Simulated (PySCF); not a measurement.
System: C4H7Cl2NSi.

```xyz
15

C    -1.4571   -1.1776    0.3612
Si   -0.7266    0.5708    0.4330
C    -1.8468    1.7045   -0.5520
N    -2.5480    2.3929   -1.1400
C     0.9484    0.6373   -0.4972
C     1.8567   -0.4846   -0.0752
Cl    2.0766   -0.4795    1.6910
Cl    3.4641   -0.3590   -0.8528
H    -1.4046   -1.5956   -0.6413
H    -0.9234   -1.8456    1.0313
H    -2.5009   -1.1776    0.6605
H    -0.6441    1.1299    1.7823
H     0.7976    0.5678   -1.5762
H     1.4407    1.5917   -0.3082
H     1.4630   -1.4673   -0.3382
```

Geometry: GFN2-xTB.

Method: PBE0/pcSseg-1, SCF density, gas phase, non-relativistic (PySCF).

What can the converged electron density and electron localisation function tell about the bonding?

Answer. C–N (1.15 Å): ρ is about 3.6 e/Å³ halfway; the ELF peaks at about 0.85 between the atoms (a short, multiple covalent bond).
C–Si (1.87 Å): ρ is about 0.88 e/Å³ halfway; the ELF peaks at about 1 between the atoms; a covalent bond.
C–H (1.09 Å): ρ is about 1.9 e/Å³ halfway; the ELF climbs to about 1 towards the hydrogen, as it does in any bond to H; a covalent bond by its length.
C–Si (1.90 Å): the density is about 0.93 e/Å³ at the midpoint; the ELF peaks at about 0.95 between the atoms: localised, covalent bonding.

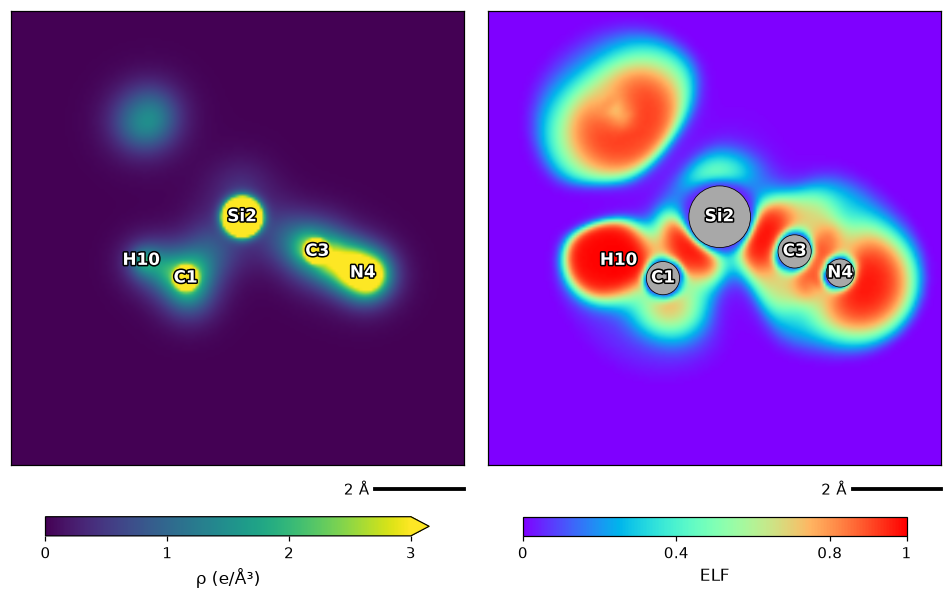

Computed electron density and electron localisation function on the plane of atoms C1, Si2 and C3, in this order. Grey discs cover the atomic cores in the ELF map. 
